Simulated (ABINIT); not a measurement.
## AlGa3N4 (P-43m): RPA correlation energy against the basis

Wanted: RPA correlation energy of AlGa3N4 (P-43m), with cost.

Calculated with ABINIT 10.8.3; PBEsol and many-body steps on it, plane waves.

### Step 1. Set-up

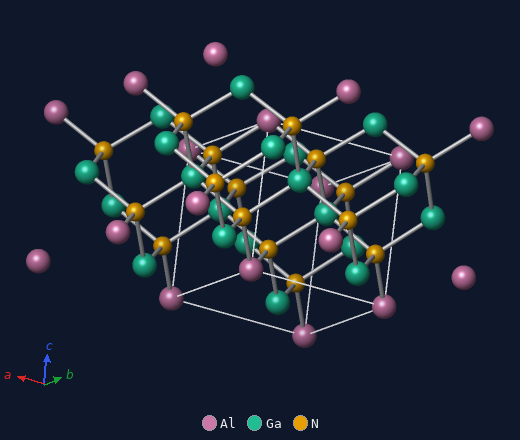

Start, viewed from a free direction; aluminium pink, gallium teal, nitrogen orange. 2×2×1 cells are drawn. Bonds to atoms that aren't drawn are left out. Some periodic images of atoms are drawn too.

The cell and positions are those that the Materials Project relaxed with its own functionals (PBE, PBE+U or r2SCAN), kept fixed.

### Step 2. Empty states on the mesh, 2×2×2 mesh, 325 bands

This step: ABINIT 10.8.3; DFT, PBEsol, plane waves, norm-conserving pseudopotentials.

The sums over transitions need many empty states on a uniform mesh; this step solves for them.

run.abi

```
acell 3*1.0 Angstrom
rprim 
  4.471685360000 0.000000000000 0.000000000000
  0.000000000000 4.471685360000 0.000000000000
  0.000000000000 0.000000000000 4.471685360000
ntypat 3
znucl 13 31 7
natom 8
typat 1 2 2 2 3 3 3 3
xred 
  0.000000000000 0.000000000000 0.000000000000
  0.500000000000 0.500000000000 0.000000000000
  0.500000000000 0.000000000000 0.500000000000
  0.000000000000 0.500000000000 0.500000000000
  0.755714420000 0.755714420000 0.244285580000
  0.755714420000 0.244285580000 0.755714420000
  0.244285580000 0.755714420000 0.755714420000
  0.244285580000 0.244285580000 0.244285580000
pp_dirpath "pseudos"
pseudos "Al.upf, Ga.upf, N.upf"
ecut 36
ngkpt 2 2 2
nshiftk 1
shiftk 0 0 0
kptopt 1
chksymbreak 0
iscf -2
irdden 1
istwfk *1
nband 325
nbdbuf 28
tolwfr 1e-09
nstep 60
prtvol 0
indata_prefix "in"
outdata_prefix "out"
tmpdata_prefix "tmp"
```

The run is started by

```console
$ OMP_NUM_THREADS=1 mpirun -n 4 abinit run.abi > log
```

Numbers of over 12 decimals in the logs are rounded to 6 here.

What it wrote:

```text
.Version 10.8.3 of ABINIT. v10.8.2 released Aug 2026.

 Symmetries : space group P-4 3 m (#215); Bravais cP (primitive cubic)
[... echo of the input left out ...]
== DATASET  1 ==================================================================
-   mpi_nproc: 4, omp_nthreads: 1 (-1 if OMP is not activated)

--- !DatasetInfo
iteration_state: {dtset: 1, }
dimensions: {natom: 8, nkpt: 4, mband: 325, nsppol: 1, nspinor: 1, nspden: 1, mpw: 6235, }
cutoff_energies: {ecut:  36.0, pawecutdg:  -1.0, }
electrons: {nelect:   6.20000000E+01, charge:   0.00000000E+00, occopt:   1.00000000E+00, tsmear:   1.00000000E-02, }

 Real(R)+Recip(G) space primitive vectors, cartesian coordinates (Bohr,Bohr^-1):
 R(1)=  8.4502607  0.0000000  0.0000000  G(1)=  0.1183395  0.0000000  0.0000000
 R(2)=  0.0000000  8.4502607  0.0000000  G(2)=  0.0000000  0.1183395  0.0000000
 R(3)=  0.0000000  0.0000000  8.4502607  G(3)=  0.0000000  0.0000000  0.1183395
 Unit cell volume ucvol=  6.0340696E+02 bohr^3
 Angles (23,13,12)=  9.00000000E+01  9.00000000E+01  9.00000000E+01 degrees

 getcut: wavevector=  0.0000  0.0000  0.0000  ngfft=  48  48  48
         ecut(hartree)=     36.000   => boxcut(ratio)=   2.10307

--- Pseudopotential description ------------------------------------------------
- Al Generated using ONCVPSP code by D. R. Hamann
- 13.00000   3.00000  180301                  znucl, zion, pspdat
12 -116133 2 -1 1876                          pspcod,pspxc,lmax,lloc,mmax
     nproj     2     2     2
  pspatm : epsatm=    0.68509285
         --- l  ekb(1:nproj) -->
             0    5.834965    0.726662
             1    6.225605    0.924840
             2   -2.432733   -0.548689
 pspatm: atomic psp has been read  and splines computed

- Ga Generated using ONCVPSP code by D. R. Hamann
- 31.00000  13.00000  180301                  znucl, zion, pspdat
12 -116133 2 -1 1902                          pspcod,pspxc,lmax,lloc,mmax
     nproj     2     2     2
  pspatm : epsatm=   24.50968960
         --- l  ekb(1:nproj) -->
[...]
pspatm: atomic psp has been read  and splines computed

- N Generated using ONCVPSP code by D. R. Hamann
-  7.00000   5.00000  180301                  znucl, zion, pspdat
12 -116133 1 -1 1058                          pspcod,pspxc,lmax,lloc,mmax
     nproj     2     2     0
  pspatm : epsatm=    5.26508482
         --- l  ekb(1:nproj) -->
[...]
pspatm: atomic psp has been read  and splines computed

--------------------------------------------------------------------------------

================================================================================
 prteigrs : about to open file out_EIG
 Non-SCF case, kpt    1 (  0.00000  0.00000  0.00000), residuals and eigenvalues=
  2.62E-10  4.59E-11  5.86E-11  8.68E-10  2.01E-10  1.45E-10  1.63E-10  1.68E-10
  1.57E-10  1.73E-10  7.10E-11  9.88E-11  1.07E-10  1.22E-10  1.28E-10  1.02E-10
[...]
1.00E-04  2.44E-04  1.07E-03  6.78E-04  1.93E-03
 -3.8028E-01 -3.3624E-01 -3.3624E-01 -3.3624E-01 -2.9301E-01 -2.9234E-01
 -2.9234E-01 -2.9234E-01 -2.8967E-01 -2.8967E-01 -2.8454E-01 -2.8454E-01
 -2.8454E-01 -2.8324E-01 -2.8324E-01 -2.8136E-01 -2.2716E-01 -2.2716E-01
[...]
4.4577E+00  4.4739E+00  4.4797E+00  4.4797E+00  4.4797E+00  4.4978E+00
  4.4978E+00  4.5188E+00  4.5404E+00  4.5408E+00  4.5422E+00  4.5735E+00
  4.5789E+00
 prteigrs : prtvol=0 or 1, do not print more k-points.

--- !ResultsGS
iteration_state: {dtset: 1, }
comment   : Summary of ground state results
lattice_vectors:
- [  8.4502607,   0.0000000,   0.0000000, ]
- [  0.0000000,   8.4502607,   0.0000000, ]
- [  0.0000000,   0.0000000,   8.4502607, ]
lattice_lengths: [   8.45026,    8.45026,    8.45026, ]
lattice_angles: [ 90.000,  90.000,  90.000, ] # degrees, (23, 13, 12)
lattice_volume:   6.0340696E+02
convergence: {deltae:  0.000E+00, res2:  0.000E+00, residm:  9.905E-10, diffor:  0.000E+00, }
etotal    :  -2.72951251E+02
entropy   :   0.00000000E+00
fermie    :   1.94260856E-01
cartesian_stress_tensor: null
pressure_GPa: null
xred      :
- [  0.0000E+00,   0.0000E+00,   0.0000E+00, Al]
- [  5.0000E-01,   5.0000E-01,   0.0000E+00, Ga]
- [  5.0000E-01,   0.0000E+00,   5.0000E-01, Ga]
- [  0.0000E+00,   5.0000E-01,   5.0000E-01, Ga]
- [  7.5571E-01,   7.5571E-01,   2.4429E-01,  N]
- [  7.5571E-01,   2.4429E-01,   7.5571E-01,  N]
- [  2.4429E-01,   7.5571E-01,   7.5571E-01,  N]
- [  2.4429E-01,   2.4429E-01,   2.4429E-01,  N]
cartesian_forces: null
force_length_stats: {min: null, max: null, mean: null, }

 Integrated electronic density in atomic spheres:
 ------------------------------------------------
 Atom  Sphere_radius  Integrated_density
[...]
================================================================================

 ----iterations are completed or convergence reached----

 Mean square residual over all n,k,spin=   32.979E-11; max=  99.049E-11
 reduced coordinates (array xred) for    8 atoms
[...]
0.244285580000      0.755714420000      0.755714420000
       0.244285580000      0.244285580000      0.244285580000

 cartesian coordinates (angstrom) at end:
    1      0.000000     0.000000     0.000000
    2      2.235843     2.235843     0.000000
    3      2.235843     0.000000     2.235843
[...]
7      1.092368     3.379317     3.379317
    8      1.092368     1.092368     1.092368
 length scales=  1.889726125908  1.889726125908  1.889726125908 bohr
              =  1.000000000000  1.000000000000  1.000000000000 angstroms
 prteigrs : about to open file out_EIG
 Eigenvalues (hartree) for nkpt=   4  k points:
 kpt#   1, nband=325, wtk=  0.12500, kpt=  0.0000  0.0000  0.0000 (reduced coord)
[...]
4.43731    4.43731    4.43731    4.44610    4.44610    4.44610    4.45773    4.45773
   4.45773    4.47389    4.47972    4.47973    4.47974    4.49781    4.49783    4.51877
   4.54039    4.54083    4.54225    4.57352    4.57886
 prteigrs : prtvol=0 or 1, do not print more k-points.

== END DATASET(S) ==============================================================
================================================================================

 -outvars: echo values of variables after computation  --------
            nband         325
             nkpt           4
          spgroup         215
 [... the other variables as echoed above ...]

 Calculation completed.
```

The job ended after 2.4 min (4 MPI ranks of Arm Neoverse V1, shared host; peak memory 0.52 GiB).

Numbers from this step:

* gap: 2.306 eV
* k of the valence top: 0, 0, 0
* k of the conduction bottom: 0, 0, 0
* least direct gap: 2.306 eV
* k points computed: 4
* lowest point of the top converged band, above the valence top: 109.0570 eV

On this mesh the gap is 2.306 eV.

The density comes from a self-consistent run that is not shown.

### Step 3. RPA energy: 2×2×2 mesh, 74 bands, screening to 43.5 eV

The RPA dielectric matrix is built and inverted for each q.

This step: RPA screening on PBEsol, plane waves, norm-conserving pseudopotentials.

run.abi: that of step 2 with these lines changed.

```diff
@@ -26,10 +26,15 @@
 chksymbreak 0
-iscf -2
-irdden 1
 istwfk *1
-nband 325
-nbdbuf 28
-tolwfr 1e-09
-nstep 60
-prtvol 0
+occopt 1
+irdwfk 1
+optdriver 3
+nband 74
+ecuteps 1.6
+inclvkb 2
+awtr 1
+symchi 1
+gwcalctyp 1
+nfreqre 0
+nfreqim 8
+gwrpacorr 1
 indata_prefix "in"
```

What it wrote:

```text
.Version 10.8.3 of ABINIT. v10.8.2 released Aug 2026.

 Symmetries : space group P-4 3 m (#215); Bravais cP (primitive cubic)
[... echo of the input left out ...]
== DATASET  1 ==================================================================
-   mpi_nproc: 4, omp_nthreads: 1 (-1 if OMP is not activated)

--- !DatasetInfo
iteration_state: {dtset: 1, }
dimensions: {natom: 8, nkpt: 4, mband: 74, nsppol: 1, nspinor: 1, nspden: 1, mpw: 6235, }
cutoff_energies: {ecut:  36.0, pawecutdg:  -1.0, }
electrons: {nelect:   6.20000000E+01, charge:   0.00000000E+00, occopt:   1.00000000E+00, tsmear:   1.00000000E-02, }

 SCREENING: Calculation of the susceptibility and dielectric matrices

 Based on a program developped by R.W. Godby, V. Olevano, G. Onida, and L. Reining.
 Incorporated in ABINIT by V. Olevano, G.-M. Rignanese, and M. Torrent.
.Using double precision arithmetic ; gwpc =  8

[... cell and pseudopotentials left out ...]
--------------------------------------------------------------------------------

 ==== K-mesh for the wavefunctions ====
 Number of points in the irreducible wedge :     4
[... list of points left out ...]
 Together with 24 symmetry operations and time-reversal symmetry
 yields     8 points in the full Brillouin Zone.

 ==== Q-mesh for the screening function ====
 Number of points in the irreducible wedge :     4
[... list of points left out ...]
 Together with 24 symmetry operations and time-reversal symmetry
 yields     8 points in the full Brillouin Zone.

 setmesh: FFT mesh size selected  =    27x   27x   27
          total number of points  =        19683

 vcoul_init : cutoff-mode = AUXILIARY_FUNCTION
 q-points for optical limit:   1
     1)      0.000010    0.000020    0.000030

- screening: taking advantage of time-reversal symmetry
- Maximum band index for partially occupied states nbvw = 31
- Remaining bands to be divided among processors   nbcw = 43
- Number of bands treated by each node ~10

 Number of electrons calculated from density =   62.0000; Expected =   62.0000
 average of density, n =  0.102750
 r_s =    1.3245
 omega_plasma =   30.9205 [eV]

 calculating chi0 at frequencies [eV] :
  1    0.000000E+00    0.000000E+00
  2    0.000000E+00    1.343289E+03
  3    0.000000E+00    2.404413E+02
[...]
8    0.000000E+00    3.079585E+00
  9    0.000000E+00    5.512287E-01

--------------------------------------------------------------------------------
  q-point number  1        q = ( 0.000000, 0.000000, 0.000000) [r.l.u.]
--------------------------------------------------------------------------------
[... chi0 elements left out ...]
  [... further frequencies ...]

 For q-point:  0.000010 0.000020 0.000030
  dielectric constant =   8.3315
  dielectric constant without local fields =   8.5080

  Average fulfillment of the sum rule on Im[epsilon] for q-point    1 :     31.65  [%]
[... wings left out ...]
  q-point number  2        q = ( 0.500000, 0.000000, 0.000000) [r.l.u.]
--------------------------------------------------------------------------------
[... chi0 elements left out ...]
  [... further frequencies ...]

  Average fulfillment of the sum rule on Im[epsilon] for q-point    2 :     38.59  [%]

 [... 2 further q-points ...]
```

Run time: 12 s. Hardware: 4 MPI ranks; peak memory 0.71 GiB; 49 s of CPU time.

This step gave:

- ε∞ with local fields, on this mesh, along the program's q direction: 8.332
- the same without local fields: 8.508
- plasma frequency: 30.92 eV
- plane waves in the screening matrix: 57
- RPA correlation energy: -20.82 eV

Local fields lower ε∞ by 2 %. On a Γ-centred mesh this coarse the value itself is usually too large, while a short band sum pulls it down.

### Step 4. RPA energy: 2×2×2 mesh, 125 bands, screening to 70.7 eV

run.abi: that of step 3 with these lines changed.

```diff
@@ -30,4 +30,4 @@
 optdriver 3
-nband 74
-ecuteps 1.6
+nband 125
+ecuteps 2.6
 inclvkb 2
```

What it wrote:

```text
.Version 10.8.3 of ABINIT. v10.8.2 released Aug 2026.

 Symmetries : space group P-4 3 m (#215); Bravais cP (primitive cubic)
[... echo of the input left out ...]
== DATASET  1 ==================================================================
-   mpi_nproc: 4, omp_nthreads: 1 (-1 if OMP is not activated)

--- !DatasetInfo
iteration_state: {dtset: 1, }
dimensions: {natom: 8, nkpt: 4, mband: 125, nsppol: 1, nspinor: 1, nspden: 1, mpw: 6235, }
cutoff_energies: {ecut:  36.0, pawecutdg:  -1.0, }
electrons: {nelect:   6.20000000E+01, charge:   0.00000000E+00, occopt:   1.00000000E+00, tsmear:   1.00000000E-02, }

 SCREENING: Calculation of the susceptibility and dielectric matrices

 Based on a program developped by R.W. Godby, V. Olevano, G. Onida, and L. Reining.
 Incorporated in ABINIT by V. Olevano, G.-M. Rignanese, and M. Torrent.
.Using double precision arithmetic ; gwpc =  8

[... cell and pseudopotentials left out ...]
--------------------------------------------------------------------------------

 ==== K-mesh for the wavefunctions ====
 Number of points in the irreducible wedge :     4
[...]
- Number of bands treated by each node ~23

 Number of electrons calculated from density =   62.0000; Expected =   62.0000
 average of density, n =  0.102750
 r_s =    1.3245
 omega_plasma =   30.9205 [eV]

 calculating chi0 at frequencies [eV] :
  1    0.000000E+00    0.000000E+00
  2    0.000000E+00    1.343289E+03
  3    0.000000E+00    2.404413E+02
[...]
8    0.000000E+00    3.079585E+00
  9    0.000000E+00    5.512287E-01

--------------------------------------------------------------------------------
  q-point number  1        q = ( 0.000000, 0.000000, 0.000000) [r.l.u.]
--------------------------------------------------------------------------------
[... chi0 elements left out ...]
  [... further frequencies ...]

 For q-point:  0.000010 0.000020 0.000030
  dielectric constant =   8.2372
  dielectric constant without local fields =   8.5649

  Average fulfillment of the sum rule on Im[epsilon] for q-point    1 :     47.07  [%]
[... wings left out ...]
  q-point number  2        q = ( 0.500000, 0.000000, 0.000000) [r.l.u.]
--------------------------------------------------------------------------------
[... chi0 elements left out ...]
  [... further frequencies ...]

  Average fulfillment of the sum rule on Im[epsilon] for q-point    2 :     52.84  [%]

 [... 2 further q-points ...]
```

It took 26 s on 4 MPI ranks; peak memory 0.92 GiB.

This step gave:

```
ε∞ with local fields, on this mesh, along the program's q direction : 8.237
the same without local fields                                       : 8.565
plasma frequency                                                    : 30.92 eV
plane waves in the screening matrix                                 : 123
RPA correlation energy                                              : -35.39 eV
```

(Part 1 of 2 ends here.)

[Paths, hosts, dates, memory and timing lines, banners, echoed tables and standing remarks are left out of the program output.]

[Logs are printed without paths, hosts, clocks, repeated set-up lines and the standing remarks that a program may print on its own settings, such as how far it seeks lower states.]

[Runs of the session that timed out or met a known fault of the program may be left out.]

[Hosts, paths, dates, database ids (printed as entryN), source tags and the programs' standing remarks are cut or masked in the printed files.]

[G0W0 gaps are taken among the corrected bands and points alone; a level outside them can change the order at an edge.]

[Where Ansatz stands beside ABINIT at settings called matched, ABINIT's density can come from a denser mesh and the files from another edition; pairs whose starting gaps differed by over 0.03 eV were left out, so agreement reads better than it is.]
